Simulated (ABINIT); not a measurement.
**Convergence study of the plane-wave cutoff for K (Im-3m, 1 atom in the cell)**

```
K
1.0
   -2.65320     2.65320     2.65320
    2.65320    -2.65320     2.65320
    2.65320     2.65320    -2.65320
K
1
Direct
  0.00000   0.00000   0.00000
```

Method of the run: PBE, PAW (JTH v2.0 PBE PAW) (plane waves; ABINIT).

Base settings: pseudos = [K.GGA_PBE-JTH.xml]; ecut = 21 Ha; pawecutdg = 42 Ha; pawxcdev = 0; ixc = 11; occopt = 3; tsmear = 0.00367493 Ha; ngkpt = 3 3 3; nshiftk = 1; shiftk = 0 0 0.

Moved along: pawecutdg.

The second cell is the first with its lattice scaled by 0.98.

The mesh stays at the base's, so the ladder's end is converged at best in this setting alone.

Only quantities that move along the ladder and can be compared are tabulated.

The count of work is k-points × plane waves × bands × iterations; it is no time. 

The starting cell has typed, rounded lattice constants, without a prior relaxation at this level. Its lattice was rescaled by up to half a per cent. Without a gap this mesh is coarse (it stands for a supercell whose shortest vector is 14 Å).

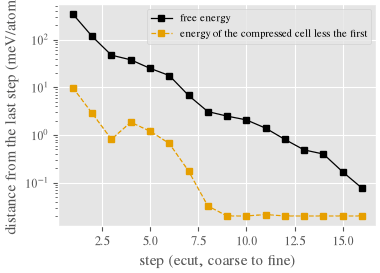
Fig. 1. Distance from the last step along the ladder; very small values are drawn at a floor.

| ecut | free energy less the last step's (meV/atom) | energy of the compressed cell less the first (meV/atom) | pressure (GPa) | count of work / last |
|---|---|---|---|---|
| 7.3 Ha | 343.07 | 8.44 | -3.69 | 0.067 |
| 8.4 Ha | 116.76 | 1.52 | -1.43 | 0.075 |
| 9.5 Ha | 47.17 | -0.52 | -0.45 | 0.11 |
| 10 Ha | 37.79 | 0.51 | -0.28 | 0.12 |
| 12 Ha | 25.02 | -0.13 | -0.25 | 0.13 |
| 13 Ha | 17.67 | -0.67 | -0.28 | 0.15 |
| 15 Ha | 6.76 | -1.16 | -0.23 | 0.19 |
| 17 Ha | 3.10 | -1.37 | -0.17 | 0.22 |
| 19 Ha | 2.49 | -1.33 | -0.16 | 0.34 |
| 21 Ha | 2.07 | -1.34 | -0.16 | 0.32 |
| 23 Ha | 1.39 | -1.36 | -0.16 | 0.37 |
| 25 Ha | 0.81 | -1.34 | -0.16 | 0.48 |
| 28 Ha | 0.49 | -1.34 | -0.16 | 0.42 |
| 32 Ha | 0.40 | -1.33 | -0.16 | 0.51 |
| 37 Ha | 0.17 | -1.33 | -0.16 | 0.69 |
| 42 Ha | 0.08 | -1.33 | -0.16 | 0.77 |
| 50 Ha | 0.00 | -1.34 | -0.16 | 1.0 |

Coarsest ecut that holds the pressure within 0.5 GPa of the last step, with all finer ones: 9.5 Ha, at 0.11 of the last step's count of work; the step before is off by 1.3 GPa.

Coarsest ecut that holds the energy of the compressed cell less the first within 0.5 meV/atom of the last step, with all finer ones: 15 Ha, at 0.19 of the last step's count of work; the step before is off by 0.66 meV/atom.

Coarsest ecut that holds the free energy within 5 meV/atom of the last step, with all finer ones: 17 Ha, at 0.22 of the last step's count of work; the step before is off by 6.8 meV/atom.

The energy difference between the two cells stays within 1 meV/atom of the last step's from 13 Ha on, the total only from 25 Ha on: much of the error is common to both cells and cancels.

At the lowest cutoff the pressure lies 3.5 GPa under the last step's, the usual sign of Pulay stress in an incomplete plane-wave basis.
